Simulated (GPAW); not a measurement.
## STM contrast on 1T-SiO2 monolayer

What would a tunnelling microscope show on 1T-SiO2 monolayer?

Program: GPAW 26.7.0. Level of theory: GPAW, PAW setups; layer in a repeated cell with vacuum, relaxation of atoms and in-plane cell, in the first sound run; inputs show where later runs differ. Results are calculated unless marked as measured.

### Step 1. The structure

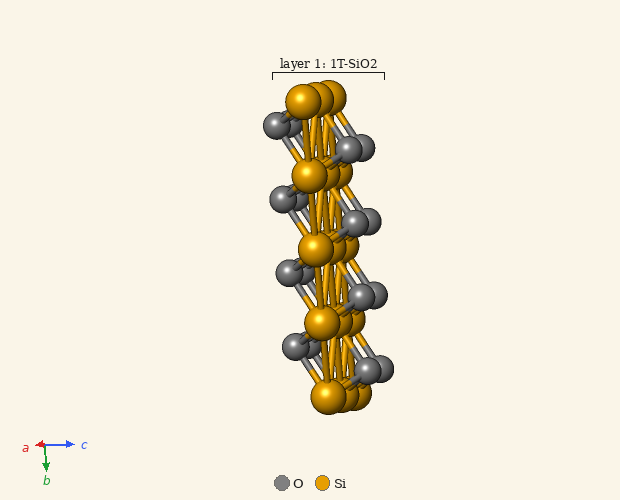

The starting structure, seen from the side, with the c axis across the page (oxygen grey, silicon orange). 2×4×1 cells are drawn. Some periodic images of atoms are drawn too.

The cell holds 3 atoms: 2 O and 1 Si. Its edges and angles: a = 2.422 Å, b = 2.422 Å, c = 19.859 Å, α = 90.0°, β = 90.0°, γ = 120.0°. Vacuum lies along c.

### Step 2. Relaxation

Forces are removed first; all later runs use this geometry.

Input file run.py:

```python
import json
import numpy as np
from ase import Atoms
from ase.filters import FrechetCellFilter
from ase.optimize import BFGS
from gpaw import GPAW, PW

slab = Atoms(
    ['O', 'Si', 'O'],
    positions=[
        [1.21090, 0.69911, 9.00000],
        [0.00000, 0.00000, 9.92952],
        [-0.00000, 1.39823, 10.85904]],
    cell=[[2.4218, 0.0, 0.0], [-1.2109, 2.09734, 0.0], [0.0, 0.0, 19.859]],
    pbc=[True, True, True])

slab.calc = GPAW(mode=PW(600), xc='PBE', kpts={'size': (15, 15, 1), 'gamma': True},
                 occupations={'name': 'fermi-dirac', 'width': 0.05}, nbands='200%',
                 convergence={'density': 1e-05}, maxiter=200,
                 symmetry={'tolerance': 1e-3}, txt='slab.txt')
result = {}
# The in-plane cell is free; stress needs a cell that repeats along all three vectors
path = []
opt = BFGS(FrechetCellFilter(slab, mask=[1, 1, 0, 0, 0, 1]), maxstep=0.2)
opt.attach(lambda: path.append((slab.get_potential_energy(), slab.positions.tolist(), slab.get_forces().tolist())))
result['relaxed'] = bool(opt.run(fmax=0.02, steps=45))
result['path'] = path
result['cell'] = slab.cell.tolist()
print('in-plane lattice', slab.cell.cellpar().round(4)[[0, 1, 5]])
energy = slab.get_potential_energy()
fermi = slab.calc.get_fermi_level()
v = slab.calc.get_electrostatic_potential().mean((0, 1)) - fermi
n = slab.calc.get_pseudo_density().mean((0, 1))
L = slab.cell[2, 2]
z = np.arange(len(v)) * L / len(v)
low, high = slab.positions[:, 2].min(), slab.positions[:, 2].max()
below, above = np.interp([low - 6.8, high + 6.8], z, v)
slopes = [np.interp(x, z, np.gradient(v, z)) for x in (low - 6.8, high + 6.8)]
eps = np.array([[slab.calc.get_eigenvalues(k, s) for k in range(len(slab.calc.get_ibz_k_points()))]
                for s in range(slab.calc.get_number_of_spins())]) - fermi
top, bottom = eps[eps < 0].max(), eps[eps > 0].min()
dipole = slab.get_dipole_moment()[2]
print(f'energy {energy:.4f} eV, Fermi level {fermi:.4f} eV, dipole {dipole:.5f} e A')
print(f'potential 6.8 A off the faces, from the Fermi level: lower {below:.4f} eV, upper {above:.4f} eV')
print(f'slope of the potential there: lower {slopes[0]:.5f}, upper {slopes[1]:.5f} eV/A')
print(f'nearest levels on the mesh: {top:.4f} and {bottom:.4f} eV')
print('magnetic moment', round(slab.get_magnetic_moment(), 3))
result.update(energy=energy, fermi=fermi, dipole=dipole, below=below, above=above, slopes=slopes, edges=[top, bottom],
              z=z.tolist(), v=v.tolist(), n=n.tolist(), positions=slab.positions.tolist(),
              forces=slab.get_forces(apply_constraint=False).tolist(), moments=slab.get_magnetic_moments().tolist())
json.dump(result, open('result.json', 'w'))
```

Run with:

```
$ OMP_NUM_THREADS=1 OPENBLAS_NUM_THREADS=1 python run.py
```

Output:

```text
Step          Energy          fmax
BFGS:    0      -21.097643        5.448178
BFGS:    1      -21.981269        3.412766
BFGS:    2      -22.585749        1.297684
BFGS:    3      -22.772550        1.142790
BFGS:    4      -22.855332        0.776544
BFGS:    5      -22.885787        0.286855
BFGS:    6      -22.887418        0.046753
BFGS:    7      -22.885508        0.007235
in-plane lattice [  2.6833   2.6833 120.    ]
energy -22.8855 eV, Fermi level -2.6336 eV, dipole 0.00030 e A
potential 6.8 A off the faces, from the Fermi level: lower 5.6968 eV, upper 5.6948 eV
slope of the potential there: lower -0.00006, upper 0.00096 eV/A
nearest levels on the mesh: -3.3587 and 3.3998 eV
magnetic moment 0.0
```

Wall time 2.4 min (1 thread of Arm Neoverse V2, shared host); peak memory 0.35 GiB.

This step gave:

```yaml
dipole_along_the_normal: 3.01e-4 e·Å
levels_nearest_the_fermi_level_on_the_mesh: -3.359, 3.400 eV from the Fermi level
```

Table of electrostatic potential energy of an electron (without an applied field's), less the Fermi level, planar mean by z:

```tsv
z (Å)	electrostatic potential energy of an electron (without an applied field's), less the Fermi level, planar mean (eV)
0	5.70
1	5.70
2	5.70
3	5.70
4	5.70
5	5.70
6	5.70
7	5.68
8	4.91
9	-16.8
10	-23.0
11	-12.6
12	5.23
13	5.68
14	5.69
15	5.69
16	5.69
17	5.69
18	5.70
19	5.70
```

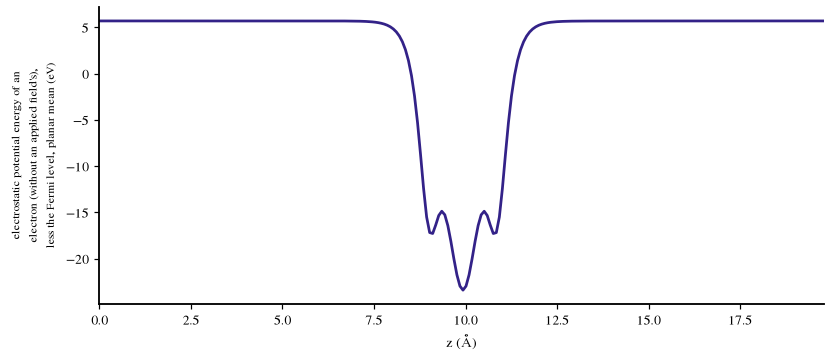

Electrostatic potential energy of an electron (without an applied field's), less the Fermi level, planar mean, plotted against z.

The pseudo valence density, planar mean by z:

```tsv
z (Å)	pseudo valence density, planar mean (e/Å³)
6	4.0e-5
7	0.00147
8	0.0672
9	1.19
10	0.389
11	1.08
12	0.0386
13	8.8e-4
14	2.4e-5
```

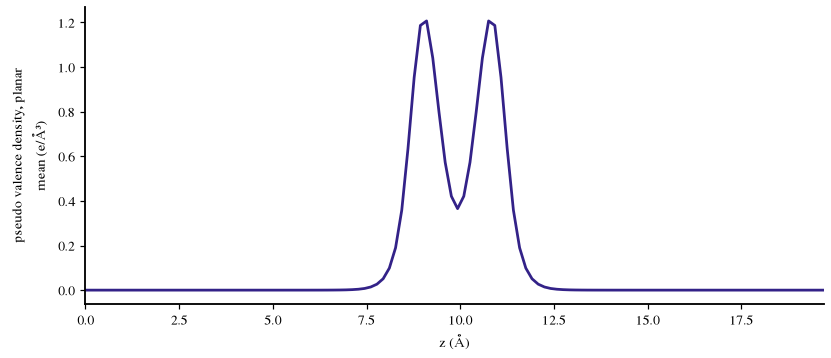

Pseudo valence density, planar mean against z.

The relaxation lowered the energy of the cell by 1.79 eV (energies extrapolated to zero smearing; the optimiser's log prints free energies). The largest force left on a free atom is 0.0024 eV/Å.

### Step 3. Plane waves, PBE

The work function is the vacuum plateau of the electrostatic potential less the Fermi level; a dipole layer lets the two faces have plateaus of their own.

This step: GPAW, PAW setups; slab in vacuum (GPAW 26.7.0).

Input file run.py:

```python
import json
import numpy as np
from ase import Atoms
from ase.dft.stm import STM
from gpaw import GPAW, PW

slab = Atoms(
    ['O', 'Si', 'O'],
    positions=[
        [1.34163, 0.77459, 9.00000],
        [0.00000, 0.00000, 9.92810],
        [0.00000, 1.54918, 10.85619]],
    cell=[[2.68325, -0.0, 0.0], [-1.34163, 2.32377, 0.0], [0.0, 0.0, 19.8562]],
    pbc=[True, True, False])

slab.calc = GPAW(mode=PW(500), xc='PBE', kpts={'size': (15, 15, 1), 'gamma': True},
                 occupations={'name': 'fermi-dirac', 'width': 0.05}, nbands='200%',
                 convergence={'density': 1e-05}, maxiter=200,
                 poissonsolver={'dipolelayer': 'xy'},
                 symmetry={'tolerance': 1e-3}, txt='slab.txt')
result = {}
energy = slab.get_potential_energy()
fermi = slab.calc.get_fermi_level()
v = slab.calc.get_electrostatic_potential().mean((0, 1)) - fermi
n = slab.calc.get_pseudo_density().mean((0, 1))
L = slab.cell[2, 2]
z = np.arange(len(v)) * L / len(v)
low, high = slab.positions[:, 2].min(), slab.positions[:, 2].max()
below, above = np.interp([low - 6.8, high + 6.8], z, v)
slopes = [np.interp(x, z, np.gradient(v, z)) for x in (low - 6.8, high + 6.8)]
eps = np.array([[slab.calc.get_eigenvalues(k, s) for k in range(len(slab.calc.get_ibz_k_points()))]
                for s in range(slab.calc.get_number_of_spins())]) - fermi
top, bottom = eps[eps < 0].max(), eps[eps > 0].min()
dipole = slab.get_dipole_moment()[2]
print(f'energy {energy:.4f} eV, Fermi level {fermi:.4f} eV, dipole {dipole:.5f} e A')
print(f'potential 6.8 A off the faces, from the Fermi level: lower {below:.4f} eV, upper {above:.4f} eV')
print(f'slope of the potential there: lower {slopes[0]:.5f}, upper {slopes[1]:.5f} eV/A')
print(f'nearest levels on the mesh: {top:.4f} and {bottom:.4f} eV')
print('magnetic moment', round(slab.get_magnetic_moment(), 3))
result.update(energy=energy, fermi=fermi, dipole=dipole, below=below, above=above, slopes=slopes, edges=[top, bottom],
              z=z.tolist(), v=v.tolist(), n=n.tolist(), positions=slab.positions.tolist(),
              forces=slab.get_forces(apply_constraint=False).tolist(), moments=slab.get_magnetic_moments().tolist())

# Images need the states of the whole zone, up to time reversal
slab.calc = slab.calc.fixed_density(symmetry={'point_group': False}, txt='states.txt', nbands='290%',
                                    convergence={'bands': 'CBM+1.8'})
stm = STM(slab)
result['stm'] = []
for bias in [-2.0, -1.0, 1.5]:
    height = high + 4.0
    current = stm.get_averaged_current(bias, height)
    x, y, h = stm.scan(bias, current)
    i, f = divmod(height / L * stm.ldos.shape[2], 1)
    I = abs((1 - f) * stm.ldos[:, :, int(i)] + f * stm.ldos[:, :, int(i) + 1])
    print(f'bias {bias} V: mean current at 4.0 A {current:.4e}, corrugation {np.ptp(h):.4f} A')
    result['stm'].append(dict(bias=bias, current=current, h=(h - high).tolist(), I=I.tolist()))
json.dump(result, open('result.json', 'w'))
```

Output:

```text
energy -22.1964 eV, Fermi level -4.2528 eV, dipole -0.00007 e A
potential 6.8 A off the faces, from the Fermi level: lower 7.3175 eV, upper 7.3192 eV
slope of the potential there: lower -0.00073, upper 0.00073 eV/A
nearest levels on the mesh: -1.7375 and 4.9925 eV
magnetic moment 0.0
bias -2.0 V: mean current at 4.0 A 4.8894e-07, corrugation 0.2945 A
bias -1.0 V: mean current at 4.0 A 0.0000e+00, corrugation 0.0000 A
bias 1.5 V: mean current at 4.0 A 0.0000e+00, corrugation 0.0000 A
```

Run time: 69 s. Hardware: 1 thread; peak memory 0.42 GiB.

This step gave:

```yaml
dipole_along_the_normal: -6.84e-5 e·Å
levels_nearest_the_fermi_level_on_the_mesh: -1.737, 4.992 eV from the Fermi level
upper_work_function: 7.319 eV
lower_work_function: 7.318 eV
corrugation_minus_2: 0.2945 Å
upper_ionisation_energy: 9.057 eV
```

Table of electrostatic potential energy of an electron (without an applied field's), less the Fermi level, planar mean by z:

```tsv
z (Å)	electrostatic potential energy of an electron (without an applied field's), less the Fermi level, planar mean (eV)
0	7.32
1	7.32
2	7.32
3	7.32
4	7.32
5	7.31
6	7.31
7	7.29
8	6.51
9	-15.2
10	-21.3
11	-10.9
12	6.85
13	7.30
14	7.31
15	7.32
16	7.32
17	7.32
18	7.32
19	7.32
```

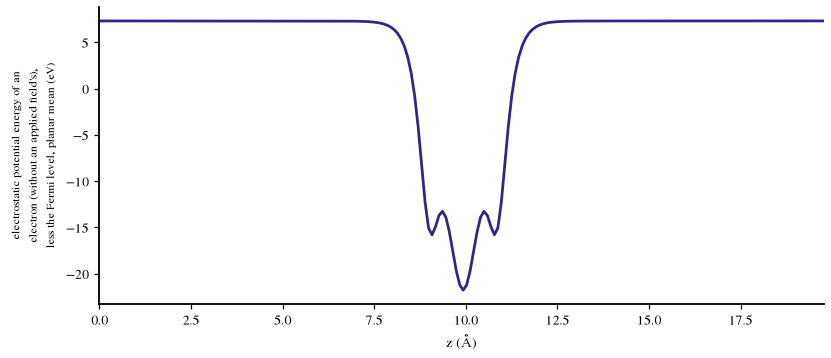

Electrostatic potential energy of an electron (without an applied field's), less the Fermi level, planar mean, plotted against z.

The pseudo valence density, planar mean by z:

```tsv
z (Å)	pseudo valence density, planar mean (e/Å³)
6	4.4e-5
8	0.0687
10	0.385
12	0.0388
14	2.6e-5
```

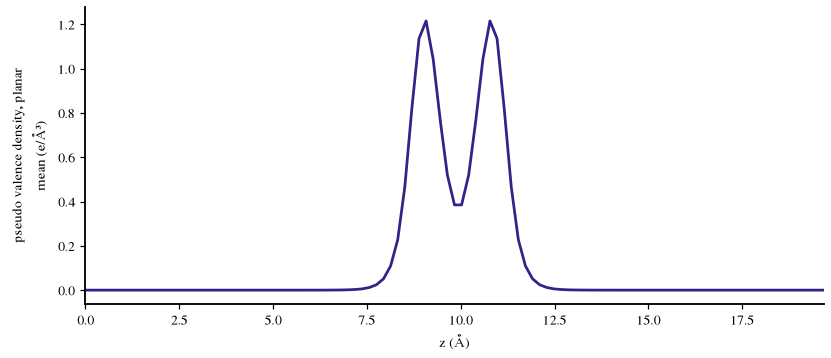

Pseudo valence density, planar mean, plotted against z.

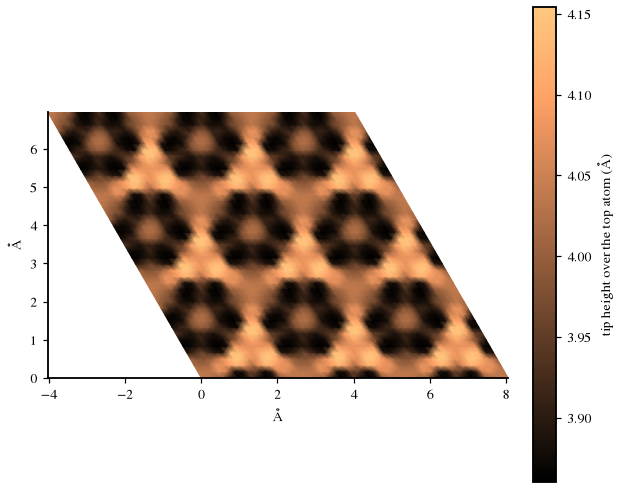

Tip height over the top atom over a1 and a2. Sample bias -2 V, constant current at the mean current 4.0 Å over the top atom. The cell is repeated, with its origin at the lower left corner.

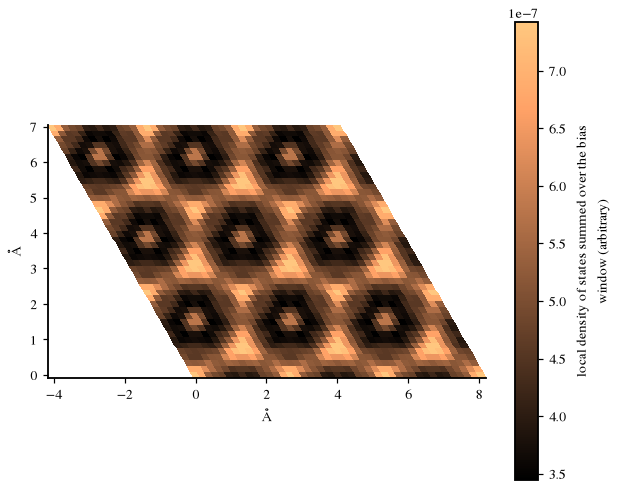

Local density of states summed over the bias window over a1 and a2. Sample bias -2 V, constant height 4.0 Å over the top atom. The cell is repeated, with its origin at the lower left corner.

The layer is gapped, so the Fermi level lies somewhere inside the gap, set by smearing and numerics, and these work functions are no property of the material; the band edges below the vacuum level are. The potential is flat to 7.3e-4 eV/Å where it is read, so the vacuum is wide enough. At -1 and 1.5 V the search found no usable constant-current contour near the set height, since the window lies inside the gap and carries no current, so the printed corrugation is no image; it is left out.

### Step 4. A changed run

One more run, with changed settings.

run.py: that of step 3 with these lines changed.

```diff
@@ -3,4 +3,3 @@
 from ase import Atoms
-from ase.dft.stm import STM
-from gpaw import GPAW, PW
+from gpaw import GPAW
 
@@ -15,5 +14,5 @@
 
-slab.calc = GPAW(mode=PW(500), xc='PBE', kpts={'size': (15, 15, 1), 'gamma': True},
+slab.calc = GPAW(mode='fd', h=0.4, xc='PBE', kpts={'size': (15, 15, 1), 'gamma': True},
                  occupations={'name': 'fermi-dirac', 'width': 0.05}, nbands='200%',
-                 convergence={'density': 1e-05}, maxiter=200,
+                 convergence={'density': 1e-05}, maxiter=100,
                  poissonsolver={'dipolelayer': 'xy'},
@@ -42,16 +41,2 @@
               forces=slab.get_forces(apply_constraint=False).tolist(), moments=slab.get_magnetic_moments().tolist())
-
-# Images need the states of the whole zone, up to time reversal
-slab.calc = slab.calc.fixed_density(symmetry={'point_group': False}, txt='states.txt', nbands='290%',
-                                    convergence={'bands': 'CBM+1.8'})
-stm = STM(slab)
-result['stm'] = []
-for bias in [-2.0, -1.0, 1.5]:
-    height = high + 4.0
-    current = stm.get_averaged_current(bias, height)
-    x, y, h = stm.scan(bias, current)
-    i, f = divmod(height / L * stm.ldos.shape[2], 1)
-    I = abs((1 - f) * stm.ldos[:, :, int(i)] + f * stm.ldos[:, :, int(i) + 1])
-    print(f'bias {bias} V: mean current at 4.0 A {current:.4e}, corrugation {np.ptp(h):.4f} A')
-    result['stm'].append(dict(bias=bias, current=current, h=(h - high).tolist(), I=I.tolist()))
 json.dump(result, open('result.json', 'w'))
```

Output:

```text
ValueError: Cannot construct interpolator.  Grid 4 x 4 x 48 may be too small
```

Run time: 0.71 s. Hardware: 1 thread; peak memory 0.1 GiB.

The input was rejected at the start.

The program's message: “ValueError: Cannot construct interpolator. Grid 4 x 4 x 48 may be too small”

The change that led to it: mode = "fd" and h = 0.4.

### Step 5. What came out

```yaml
work_function_both_faces_fermi_level_placed_in_the_gap_by_the_smearing: 7.32 eV
ionisation_energy_from_the_upper_face_highest_filled_level_on_the_mesh: 9.06 eV
electron_affinity_from_the_upper_face_lowest_empty_kohn_sham_level_on_the_mesh: 2.33 eV
dipole_along_the_normal: -6.8e-5 e Å, near the numerical noise
corrugation_at_minus_2_v: 0.294 Å as printed, 0.22 Å or less without short-wave noise
```

**Reading.** At -2 V GPAW's map carries short-wave noise, which can't be real at this height: without waves under 1.5 Å it spans 0.22 Å against 0.29 Å printed. The reading below uses the filtered value, which may still be too high. At -2 V the tip height varies by 0.22 Å over the cell. Negative sample bias images filled states, positive bias empty ones. The levels nearest the Fermi level on the mesh lie 6.73 eV apart, so the slab is gapped there: the smearing puts the Fermi level inside the gap, and from either face the ionisation energy is the work function plus 1.7 eV. Both are Kohn-Sham levels on the mesh, and semilocal gaps are too small, so the affinity tends to come out too large and the ionisation energy too small. The images are of Tersoff-Hamann type: an s-wave tip, no tip-sample forces, heights closer than in a microscope. The starting lattice was a guess from atomic radii; the relaxation moved it by 11 %. Biases count from a Fermi level whose place in the gap is arbitrary, so only their reach past the band edges has a meaning. The layer's cell and atoms come from the relaxation; spin-orbit coupling and temperature are left out.

[Logs are printed without paths, hosts, clocks, repeated set-up lines and the standing remarks that a program may print on its own settings, such as how far it seeks lower states.]

[Hosts, paths, dates, database ids (printed as entryN), source tags and the programs' standing remarks are cut or masked in the printed files.]
